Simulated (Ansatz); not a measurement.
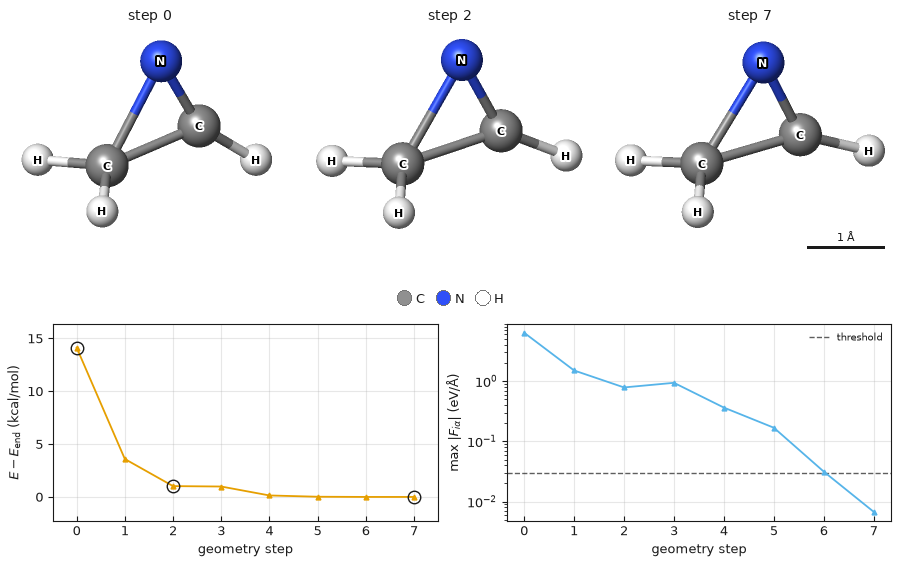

Frames of a relaxation of C$_{2}$H$_{3}$N (coarse preliminary run), marked on the history of the run. The picture is a ball-and-stick view, seen from a free direction.

The start comes from a force field.

These are results of Ansatz, RKS PBE-D4/def2-SVP, not measurements. (force threshold 0.03 eV/Å; at most 200 steps)

### What happens along the run?

The energy falls by 14.1 kcal/mol in 7 geometry steps. The largest force component goes from 6.4 to 0.0068 eV/Å. The atom that moves furthest after the best rigid fit is an H atom (0.21 Å). Largest moves by element: H 0.21 Å, C 0.13 Å, N 0.04 Å. Some distances before and after: C–N 1.183 → 1.266 Å, C–C 1.394 → 1.455 Å, C–H 1.073 → 1.102 Å, C–H 1.090 → 1.106 Å. Among the angles between lasting bonds that change: C–C–H 130.5° → 152.2°, N–C–H 156.4° → 138.8°, N–C–C 73.1° → 69.0°. From step 0 to 2: an H atom moves most (0.15 Å), energy −13.1 kcal/mol. From step 2 to 7: an H atom moves most (0.07 Å), energy −1.03 kcal/mol.
